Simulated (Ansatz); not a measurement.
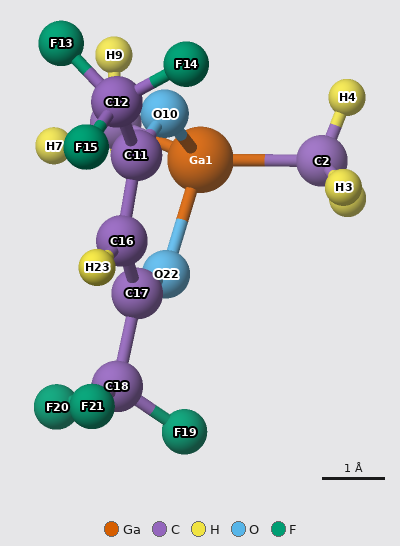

Fig. 1: The starting structure (ball-and-stick view, seen at an oblique angle; atoms are numbered from 1 in the order of the input). Sticks mark near contacts. Bond lengths as drawn: C–C 1.41 to 1.54 Å, C–F 1.35 Å, C–Ga 1.96 to 1.97 Å, C–H 1.09 to 1.11 Å, C–O 1.27 Å and Ga–O 2.02 Å.

**Run report: C7H7F6GaO2 (charge +1), geometry relaxation (part 1 of 2)**

The run: geometry relaxation of C7H7F6GaO2 (GaMe2(hfac)), charge +1, multiplicity 2. Method and program: UKS PBE-D4/def2-SVP (Ansatz 0.2.0).

The geometry: PBE-D4/def2-SVP start. Figures and captions count atoms from 1; the log counts them from 0 in places.

## Log
```
Functional definition: PBE
  name "PBE"
  cite "Perdew, Burke & Ernzerhof, Phys. Rev. Lett. 77, 3865 (1996) doi:10.1103/PhysRevLett.77.3865"
  parent pbe
  parameter kappa = 0.804
  parameter beta = 0.06672455060314922
  exchange = pbe_x(kappa = kappa, mu = beta*pi^2/3)
  correlation = pbe_c(beta = beta)
these checks for a lower state are left out or cut short: stability, starts, cluster_reference, orbital_swaps, neighbouring_geometries, increment
3041 factors; their error is unknown
mean field evaluation 1: about -80051.8610 eV, gradient 7.9e1 eV
mean field evaluation 2: about -80015.5510 eV, gradient 1.2e2 eV
mean field evaluation 4: about -80073.7772 eV, gradient 1.8e1 eV
mean field evaluation 8: about -80075.7082 eV, gradient 5.8e-1 eV
mean field evaluation 16: about -80075.5230 eV, gradient 1.4e-2 eV
mean field evaluation 32: about -80075.5230 eV, gradient 4.5e-6 eV
mean field -80075.52302737 eV, -2942.7211941168 hartree, gradient 4.5e-6 eV, S^2 0.754964; 0 other end points of the search recorded, 0 dependent functions left out
the calculation of the forces begins
reference -80075.52307221 eV, -2942.7211957648 hartree; 75, 74 occupied and 202, 203 virtual orbitals, 3041 factors
relax step   1: F+E_penalty+E_count = -80076.19356175 eV  Δ(F+E_penalty+E_count) = +0.000e0 eV  max|allowed force component| = 1.163e0 eV/Å  Δτ_max = 0.0000 Å  (28 SCF iters, accepted)
these checks for a lower state are left out or cut short: stability, starts, cluster_reference, orbital_swaps, neighbouring_geometries, increment
3041 factors; their error is unknown
mean field -80075.67597941 eV, -2942.7268150006 hartree, gradient 9.6e-6 eV, S^2 0.754767; 0 other end points of the search recorded, 0 dependent functions left out
the calculation of the forces begins
reference -80075.67602398 eV, -2942.7268166387 hartree; 75, 74 occupied and 202, 203 virtual orbitals, 3041 factors
relax step   2: F+E_penalty+E_count = -80076.34594454 eV  Δ(F+E_penalty+E_count) = -1.524e-1 eV  max|allowed force component| = 6.745e-1 eV/Å  Δτ_max = 0.0809 Å  (26 SCF iters, accepted)
these checks for a lower state are left out or cut short: stability, starts, cluster_reference, orbital_swaps, neighbouring_geometries, increment
3041 factors; their error is unknown
mean field -80075.74141326 eV, -2942.7292196502 hartree, gradient 1.9e-6 eV, S^2 0.754604; 0 other end points of the search recorded, 0 dependent functions left out
the calculation of the forces begins
reference -80075.74145767 eV, -2942.7292212823 hartree; 75, 74 occupied and 202, 203 virtual orbitals, 3041 factors
relax step   3: F+E_penalty+E_count = -80076.40946670 eV  Δ(F+E_penalty+E_count) = -6.352e-2 eV  max|allowed force component| = 2.894e-1 eV/Å  Δτ_max = 0.0967 Å  (29 SCF iters, accepted)
these checks for a lower state are left out or cut short: stability, starts, cluster_reference, orbital_swaps, neighbouring_geometries, increment
3041 factors; their error is unknown
mean field -80075.76354782 eV, -2942.7300330805 hartree, gradient 2.3e-6 eV, S^2 0.754372; 0 other end points of the search recorded, 0 dependent functions left out
the calculation of the forces begins
reference -80075.76359202 eV, -2942.7300347049 hartree; 75, 74 occupied and 202, 203 virtual orbitals, 3041 factors
relax step   4: F+E_penalty+E_count = -80076.43177532 eV  Δ(F+E_penalty+E_count) = -2.231e-2 eV  max|allowed force component| = 3.009e-1 eV/Å  Δτ_max = 0.1153 Å  (28 SCF iters, accepted)
these checks for a lower state are left out or cut short: stability, starts, cluster_reference, orbital_swaps, neighbouring_geometries, increment
3041 factors; their error is unknown
mean field evaluation 64: about -80075.7730 eV, gradient 1.0e-5 eV
mean field -80075.77303373 eV, -2942.7303816811 hartree, gradient 8.4e-7 eV, S^2 0.754253; 0 other end points of the search recorded, 0 dependent functions left out
the calculation of the forces begins
reference -80075.77307780 eV, -2942.7303833006 hartree; 75, 74 occupied and 202, 203 virtual orbitals, 3041 factors
relax step   5: F+E_penalty+E_count = -80076.44038686 eV  Δ(F+E_penalty+E_count) = -8.612e-3 eV  max|allowed force component| = 9.574e-2 eV/Å  Δτ_max = 0.0927 Å  (27 SCF iters, accepted)
these checks for a lower state are left out or cut short: stability, starts, cluster_reference, orbital_swaps, neighbouring_geometries, increment
3041 factors; their error is unknown
mean field -80075.77249019 eV, -2942.7303617064 hartree, gradient 2.3e-6 eV, S^2 0.754186; 0 other end points of the search recorded, 0 dependent functions left out
the calculation of the forces begins
reference -80075.77253416 eV, -2942.7303633225 hartree; 75, 74 occupied and 202, 203 virtual orbitals, 3041 factors
relax step   6: F+E_penalty+E_count = -80076.44141628 eV  Δ(F+E_penalty+E_count) = -1.029e-3 eV  max|allowed force component| = 3.531e-2 eV/Å  Δτ_max = 0.0156 Å  (25 SCF iters, accepted)
these checks for a lower state are left out or cut short: stability, starts, cluster_reference, orbital_swaps, neighbouring_geometries, increment
3041 factors; their error is unknown
mean field -80075.77328671 eV, -2942.7303909780 hartree, gradient 2.6e-6 eV, S^2 0.754198; 0 other end points of the search recorded, 0 dependent functions left out
the calculation of the forces begins
reference -80075.77333070 eV, -2942.7303925947 hartree; 75, 74 occupied and 202, 203 virtual orbitals, 3041 factors
relax step   7: F+E_penalty+E_count = -80076.44167560 eV  Δ(F+E_penalty+E_count) = -2.593e-4 eV  max|allowed force component| = 1.245e-2 eV/Å  Δτ_max = 0.0115 Å  (19 SCF iters, accepted)
```

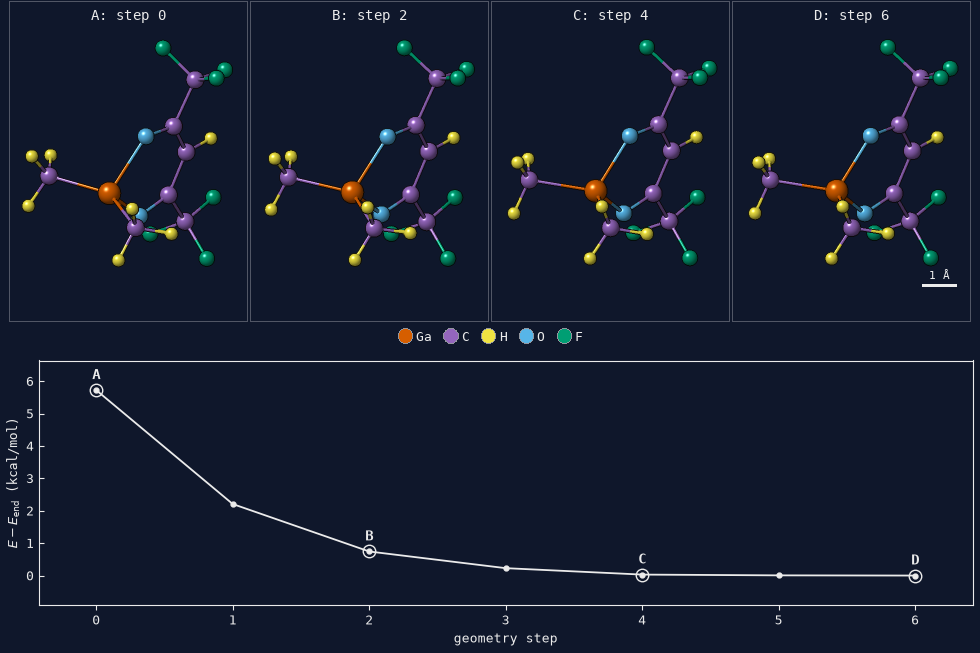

Fig. 2: Frames of the relaxation (ball-and-stick view, seen at a tilt) above the curves, on which the letters mark them (the first geometry is step 0 here and step 1 in the log).

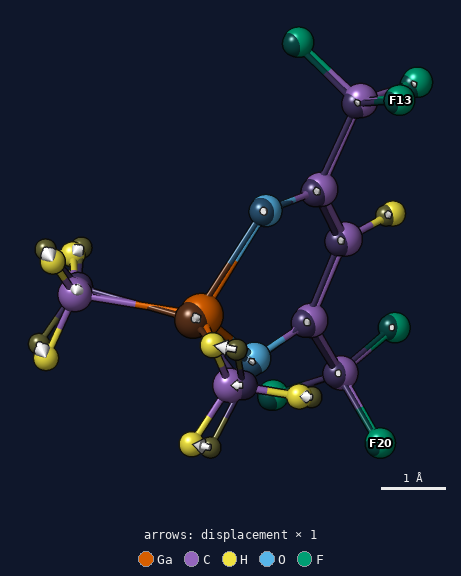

Fig. 3: Start (faint) and end (solid) with the displacements as white arrows, at true length (ball-and-stick view, seen at a tilt). The two geometries are laid on each other by the best rigid fit. Over 6 geometry steps the energy falls by 5.72 kcal/mol. The largest force component goes from 1.2 to 0.012 eV/Å. The largest moves after the best rigid fit, 0.38 Å, are those of H4 and H9. Largest moves by element: H 0.38 Å, C 0.23 Å, Ga 0.19 Å, O 0.11 Å, F 0.09 Å. Among the contacts that change: Ga1–O10 2.022 → 1.933 Å, Ga1–C2 1.966 → 2.030 Å, Ga1–C6 1.965 → 2.026 Å, C17–O22 1.271 → 1.282 Å. Among the angles that change: C2–Ga1–C6 136.4° → 114.1°, C6–Ga1–O22 105.6° → 112.7°, Ga1–C2–H3 110.3° → 103.3°. (Atoms are counted from 1 in the order of the input.)

```
Total energy: -80076.44171960 eV, -2942.7549554335 hartree
Atom 0 at     1.174372    -0.045171     0.927476 Å, force    -0.012446     0.000709    -0.004906 eV/Å
Atom 1 at     0.955995    -0.030517     2.945599 Å, force     0.002020    -0.000306     0.003495 eV/Å
Atom 2 at    -0.140618     0.035427     3.082404 Å, force    -0.008974     0.000743     0.002649 eV/Å
Atom 3 at     1.500910     0.860364     3.306901 Å, force     0.002242     0.001842    -0.001591 eV/Å
Atom 4 at     1.390076    -0.980922     3.305735 Å, force     0.001685    -0.002345    -0.001869 eV/Å
Atom 5 at     3.100598    -0.111135     0.303408 Å, force     0.009343     0.001605    -0.003015 eV/Å
Atom 6 at     3.011538    -0.240969    -0.792599 Å, force    -0.000011     0.000496    -0.007412 eV/Å
Atom 7 at     3.570057    -0.972651     0.811284 Å, force    -0.003036    -0.002246     0.001727 eV/Å
Atom 8 at     3.543023     0.858261     0.598109 Å, force    -0.001652     0.000472     0.001412 eV/Å
Atom 9 at     0.183197     1.385042     0.086564 Å, force    -0.000592    -0.011350     0.001082 eV/Å
Atom 10 at    -0.823545     1.264263    -0.698144 Å, force     0.006489     0.001163     0.004506 eV/Å
Atom 11 at    -1.395562     2.615147    -1.193647 Å, force    -0.003881     0.003548    -0.001232 eV/Å
Atom 12 at    -0.433768     3.274739    -1.850942 Å, force    -0.000931    -0.001233     0.000664 eV/Å
Atom 13 at    -1.785179     3.331575    -0.131624 Å, force     0.000074    -0.000675    -0.002441 eV/Å
Atom 14 at    -2.441354     2.420774    -2.009067 Å, force     0.002546     0.000224     0.001742 eV/Å
Atom 15 at    -1.408092     0.048766    -1.112536 Å, force     0.001305    -0.000246     0.001766 eV/Å
Atom 16 at    -0.919273    -1.205884    -0.690493 Å, force     0.004310    -0.001052     0.006104 eV/Å
Atom 17 at    -1.584240    -2.511224    -1.192233 Å, force    -0.002235    -0.003371    -0.003536 eV/Å
Atom 18 at    -1.937633    -3.253479    -0.137111 Å, force    -0.001790     0.002231    -0.001696 eV/Å
Atom 19 at    -0.693816    -3.182633    -1.935311 Å, force    -0.000784    -0.000062     0.002868 eV/Å
Atom 20 at    -2.668254    -2.240503    -1.932570 Å, force     0.003694    -0.000773     0.000256 eV/Å
Atom 21 at     0.073896    -1.399463     0.096815 Å, force     0.002569     0.010625    -0.000162 eV/Å
Atom 22 at    -2.272318     0.080185    -1.788018 Å, force     0.000055     0.000001    -0.000410 eV/Å
Dipole moment:     1.015635    -0.035771     0.826801 e Å
Checks for a lower state left out: stability, starts, cluster_reference, orbital_swaps, neighbouring_geometries, increment
```

## Trajectory as extended XYZ (Å, eV, eV/Å), 7 frames, from step=1 to step=7
```
23
Properties=species:S:1:pos:R:3:forces:R:3 step=1 energy=-80076.19356
Ga    1.3271   -0.0527    1.0443   -0.5508   0.0192  -0.5060
C     0.7293   -0.0228    2.9165   -0.2361   0.0128   1.1630
H    -0.3760    0.0333    2.9658   -0.0358   0.0027  -0.3370
H     1.1484    0.8534    3.4502    0.1584   0.0935  -0.2568
H     1.0572   -0.9384    3.4481    0.1490  -0.1088  -0.2581
C     3.0506   -0.1162    0.1029    1.0988  -0.0296  -0.4458
H     2.8919   -0.3027   -0.9780   -0.3292  -0.0162   0.0538
H     3.6981   -0.9203    0.5074   -0.2264  -0.0622   0.1925
H     3.5870    0.8481    0.2163   -0.2344   0.0986   0.1834
O     0.2805    1.4188    0.1343    0.0926  -0.6394   0.1482
C    -0.7279    1.2586   -0.6223    0.1323   0.9662   0.0311
C    -1.3265    2.5888   -1.1301   -0.4388   1.0938  -0.3839
F    -0.3931    3.2807   -1.8100   -0.0350  -0.3840   0.1967
F    -1.7304    3.3346   -0.0840    0.1666  -0.3870  -0.0601
F    -2.3860    2.3966   -1.9445    0.2610  -0.2656   0.2117
C    -1.3203    0.0476   -1.0261   -0.0141   0.0014  -0.0072
C    -0.8242   -1.2047   -0.6184    0.0578  -0.9765   0.0418
C    -1.5130   -2.4854   -1.1391   -0.5212  -1.0679  -0.3883
F    -1.8797   -3.2642   -0.1046    0.1826   0.3949  -0.0801
F    -0.6532   -3.1797   -1.9109   -0.0145   0.3823   0.2240
F    -2.6127   -2.2130   -1.8742    0.3017   0.2372   0.2134
O     0.1640   -1.4409    0.1450    0.1418   0.6297   0.1371
H    -2.1910    0.0804   -1.6888   -0.1063   0.0049  -0.0734
23
Properties=species:S:1:pos:R:3:forces:R:3 step=2 energy=-80076.34594
Ga    1.3114   -0.0517    1.0301   -0.5979   0.0208  -0.5238
C     0.7590   -0.0241    2.9304   -0.0267   0.0019   0.6745
H    -0.3485    0.0321    2.9424    0.0664  -0.0032  -0.0991
H     1.2157    0.8679    3.4092   -0.0104  -0.0722  -0.1298
H     1.1230   -0.9592    3.4066   -0.0035   0.0736  -0.1303
C     3.0707   -0.1152    0.1279    0.6319  -0.0131  -0.1442
H     2.8735   -0.2930   -0.9490   -0.0808   0.0102   0.0865
H     3.6661   -0.9404    0.5725   -0.1332   0.0746  -0.0012
H     3.5670    0.8650    0.2928   -0.1220  -0.0802   0.0300
O     0.2630    1.4035    0.1290    0.1839  -0.3764   0.1694
C    -0.7425    1.2684   -0.6361   -0.0333   0.2598  -0.0235
C    -1.3366    2.6054   -1.1400   -0.1350   0.2946  -0.1204
F    -0.3890    3.2764   -1.8121   -0.1029  -0.1073   0.0936
F    -1.7330    3.3288   -0.0812    0.0619  -0.1143  -0.1178
F    -2.3894    2.3920   -1.9506    0.1428   0.0030   0.1106
C    -1.3361    0.0479   -1.0422    0.0487  -0.0011   0.0260
C    -0.8404   -1.2137   -0.6301   -0.0478  -0.2585  -0.0252
C    -1.5249   -2.5019   -1.1465   -0.1647  -0.2905  -0.1134
F    -1.8827   -3.2590   -0.0992    0.0610   0.1237  -0.1283
F    -0.6492   -3.1763   -1.9098   -0.0942   0.1099   0.1086
F    -2.6163   -2.2093   -1.8777    0.1554  -0.0166   0.1038
O     0.1481   -1.4241    0.1400    0.2116   0.3604   0.1658
H    -2.2090    0.0806   -1.7063   -0.0112   0.0008  -0.0119
```
